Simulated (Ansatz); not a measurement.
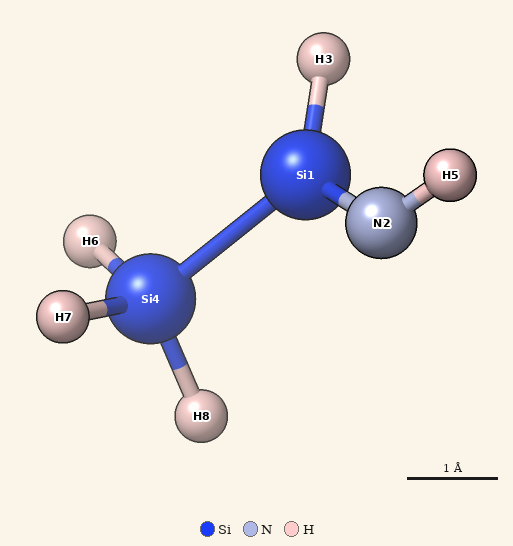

Fig. 1: The structure as given in the input (ball-and-stick view, seen at a tilt; atoms are numbered from 1 in the order of the input). Bond lengths as drawn: H–N 1.01 Å, H–Si 1.48 to 1.50 Å, N–Si 1.60 Å and Si–Si 2.34 Å.

## Si2NH5: phonon calculation

The run: phonon calculation of Si2NH5. Method and program: RKS PBE0-D4/def2-TZVP (Ansatz 0.2.0).

The geometry comes from this level: PBE0-D4/def2-TZVP. Figures and captions count atoms from 1; the log counts them from 0 in places.

Input file
```yaml
crystal:
  periodic: [false, false, false]
  atoms:
    - {symbol: Si, position_ang: [-0.403191, 1.070195, 0.279961]}
    - {symbol: N, position_ang: [0.061677, 1.335743, -1.227145]}
    - {symbol: H, position_ang: [-1.019614, 2.061133, 1.220025]}
    - {symbol: Si, position_ang: [-0.082163, -1.095717, 1.091234]}
    - {symbol: H, position_ang: [-0.038846, 2.244566, -1.662644]}
    - {symbol: H, position_ang: [-0.566568, -1.172733, 2.494975]}
    - {symbol: H, position_ang: [1.364245, -1.427039, 1.047926]}
    - {symbol: H, position_ang: [-0.844788, -2.052916, 0.251079]}
basis:
  gaussian: {orbitals: def2-TZVP}
hamiltonian: {xc: pbe0, dispersion: d4}
phonons: {temperatures: {t_min: 298.15, t_max: 900, t_step: 200}}
```

Run on 4 CPU threads, shared host.

The program's output
```
Functional definition: PBE0
  name "PBE0"
  cite "Adamo & Barone, J. Chem. Phys. 110, 6158 (1999) doi:10.1063/1.478522"
  cite "Perdew, Burke & Ernzerhof, Phys. Rev. Lett. 77, 3865 (1996) doi:10.1103/PhysRevLett.77.3865"
  parent pbe
  parameter a = 0.25
  parameter kappa = 0.804
  parameter beta = 0.06672455060314922
  exchange = (1 - a)*pbe_x(kappa = kappa, mu = beta*pi^2/3) + a*exact_x
  correlation = pbe_c(beta = beta)
911 factors; their error is unknown
mean field evaluation 1: about -17308.2376 eV, gradient 6.8e1 eV
mean field evaluation 2: about -17242.2557 eV, gradient 1.4e2 eV
mean field evaluation 4: about -17317.8795 eV, gradient 6.4e0 eV
mean field evaluation 8: about -17318.0016 eV, gradient 6.2e-2 eV
mean field evaluation 16: about -17318.0675 eV, gradient 1.1e-5 eV
mean field -17318.06749863 eV, -636.4272419667 hartree, gradient 1.1e-5 eV, S^2 0.000000; 0 other end points of the search recorded, 0 dependent functions left out
the calculation of the forces begins
reference -17318.06753094 eV, -636.4272431541 hartree; 20, 20 occupied and 115, 115 virtual orbitals, 911 factors
these checks for a lower state are left out or cut short: stability, starts, cluster_reference, orbital_swaps, neighbouring_geometries, increment
911 factors; their error is unknown
mean field -17318.06745950 eV, -636.4272405289 hartree, gradient 8.3e-7 eV, S^2 0.000000; 0 other end points of the search recorded, 0 dependent functions left out
[... from here on the field's lines of each further geometry are left out, up to the last ...]
the calculation of the forces begins
reference -17318.06751254 eV, -636.4272424780 hartree; 20, 20 occupied and 115, 115 virtual orbitals, 911 factors
these checks for a lower state are left out or cut short: stability, starts, cluster_reference, orbital_swaps, neighbouring_geometries, increment
911 factors; their error is unknown
mean field -17318.06747335 eV, -636.4272410379 hartree, gradient 2.2e-6 eV, S^2 0.000000; 0 other end points of the search recorded, 0 dependent functions left out
the calculation of the forces begins
reference -17318.06750566 eV, -636.4272422253 hartree; 20, 20 occupied and 115, 115 virtual orbitals, 911 factors
WARN: phonons: modes at or below zero, which the zero-point energy, F, S and C_V leave out: 1, the lowest at -63.39 cm⁻¹. A minimum has none, and a first-order saddle one
Total energy: -17318.20393305 eV, -636.4322558394 hartree
Atom 0 at    -0.403191     1.070195     0.279961 Å, force    -0.000048    -0.000640     0.000811 eV/Å
Atom 1 at     0.061677     1.335743    -1.227145 Å, force    -0.000045     0.000652    -0.000550 eV/Å
Atom 2 at    -1.019614     2.061133     1.220025 Å, force     0.000411    -0.000810    -0.000387 eV/Å
Atom 3 at    -0.082163    -1.095717     1.091234 Å, force     0.000079     0.000775    -0.001042 eV/Å
Atom 4 at    -0.038846     2.244566    -1.662644 Å, force    -0.000104    -0.000210     0.000414 eV/Å
Atom 5 at    -0.566568    -1.172733     2.494975 Å, force    -0.000137     0.000389     0.000001 eV/Å
Atom 6 at     1.364245    -1.427039     1.047926 Å, force    -0.000235    -0.000104     0.000348 eV/Å
Atom 7 at    -0.844788    -2.052916     0.251079 Å, force     0.000078    -0.000054     0.000405 eV/Å
Dipole moment:    -0.168114     0.066063     0.417291 e Å
Vibrations: -63.39 170.36 365.66 426.60 518.35 533.93 650.02 712.32 810.01 875.56 932.04 934.22 1127.42 2149.99 2224.83 2239.36 2245.16 3601.71 cm⁻¹, zero-point energy 1.271926 eV
```

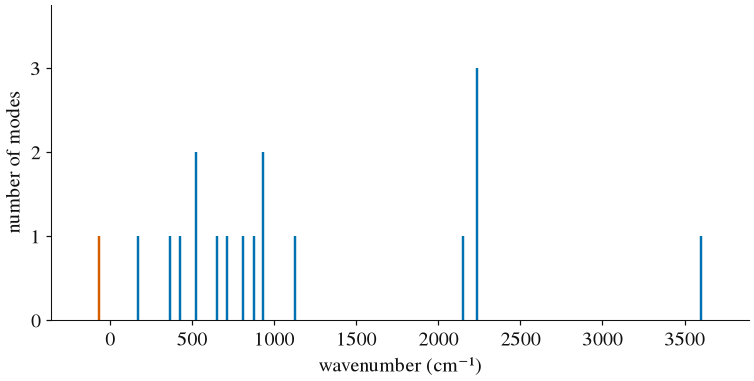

Fig. 2: Harmonic vibrational wavenumbers from the force constants; neighbouring modes closer than 17 cm⁻¹ are counted in one stick, and imaginary ones are drawn at negative wavenumbers. 18 modes from 63i to 3602 cm⁻¹, 1 imaginary beyond 8i (63i cm⁻¹): not a clean minimum; so soft a mode can be a shallow saddle, an incomplete relaxation or noise of the force constants.

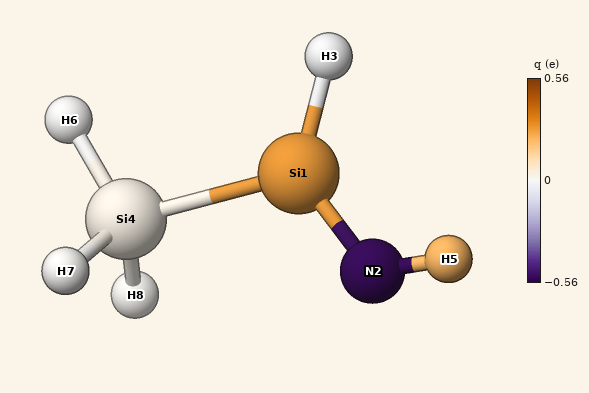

Fig. 3: Mulliken charges, as the colour of each atom (ball-and-stick view, seen at a tilt; atoms are numbered from 1 in the order of the input). By element: Si +0.03 to +0.29, N −0.53 and H −0.02 to +0.22 e.

Key numbers

| quantity | value |
| --- | --- |
| outcome | converged |
| total energy | −17318.2039 eV |
| mean-field energy | −17318.0675 eV |
| dispersion energy | −0.1364 eV |
| largest force (length of the vector) | 0.001 eV/Å |
| dipole moment | 2.18 D |
| wall time | 35 s (CPU time 2 min) |
| peak memory | 0.29 GiB |
